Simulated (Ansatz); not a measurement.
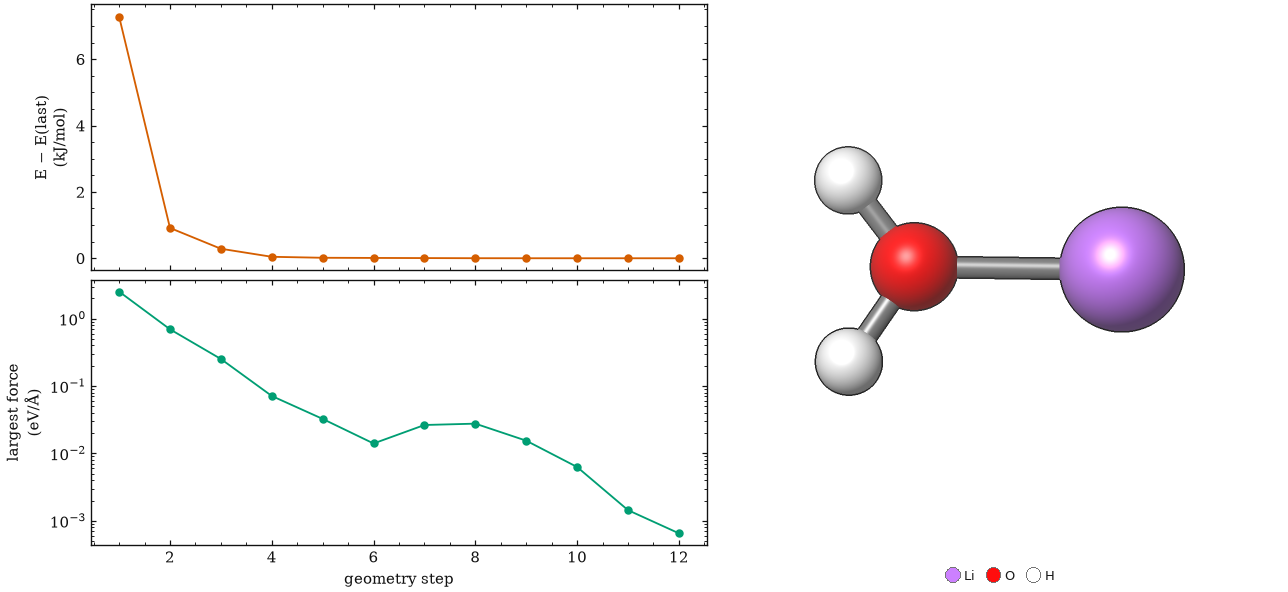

Beside the plot: the molecule at the start.

History of a geometry optimisation.

The run: H2LiO (charge +1), by PBE0/def2-SVP, Gaussian basis (Ansatz development build ahead of 0.2.0).

### How did the optimisation end?

The optimisation met its thresholds at geometry 12, counting the start as the first. The energy fell by about 7.3 kJ/mol from the first step to the last. The largest force goes from about 2.5 eV/Å at the start to 7 × 10⁻⁴ eV/Å at the end.
